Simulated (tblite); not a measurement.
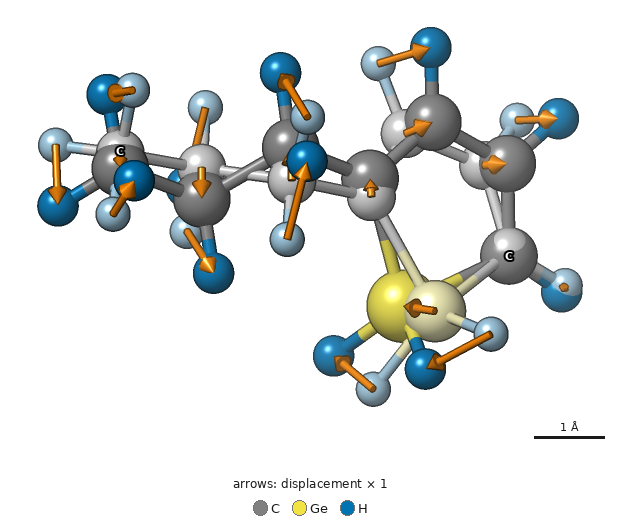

This is a relaxation of C7H12Ge. The starting structure is drawn faded, the final one solid; orange arrows show the displacements, at their true length. The two geometries are superimposed by the best rigid fit.

A ball-and-stick model, seen from a free direction.

All numbers below come from tblite 0.8.0, GFN2-xTB geometry optimisation, gas phase. 

> Which element moves most?

Hydrogen: up to 1.20 Å, against 0.63 Å for germanium.

> What did the optimiser do to the structure, and how much energy did it gain?

Over 144 geometry steps the energy falls by 8.00 kcal/mol. The largest moves after the best rigid fit, 1.20 Å, are those of H atoms. Largest moves by element: H 1.20 Å, Ge 0.63 Å, C 0.51 Å. Near-neighbour distances that change, for instance: C–Ge 1.898 → 1.968 Å, C–Ge 1.903 → 1.949 Å, Ge–H 1.549 → 1.503 Å, C–H 1.122 → 1.093 Å. Bond angles that change, for instance: H–Ge–H 117.1° → 107.0°, Ge–C–H 124.7° → 129.2°, C–C–Ge 111.7° → 107.5°. Groups turn about C–C by about 65°.
